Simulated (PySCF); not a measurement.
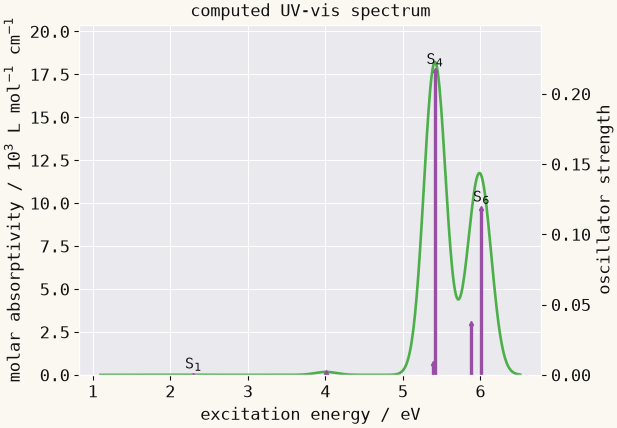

Computed absorption of C₂H₇GeNS, SMILES C[C](=S)[GeH2][NH2], singlet. Vertical TDDFT excitations, PBE0/def2-SVPD (IEF-PCM acetonitrile) with PySCF 2.14.0, at a PBE0-D3(BJ)/def2-SVP geometry (no frequency check). The lowest 6 singlet states are shown; each is broadened by a Gaussian of 1/e half-width 0.20 eV. Sticks give oscillator strengths (right axis).

Where is the maximum of the broadened curve, and how high is it?

Answer. At about 5.4 eV (229 nm), with ε near 18000 L mol⁻¹ cm⁻¹.

Does any vertical transition fall in the visible?

Answer. 1 singlet level lies below 3.1 eV (beyond 400 nm), with f below 0.001, so absorption there is weak.

Caveats: one conformer of a flexible molecule; core orbitals are frozen in the response.
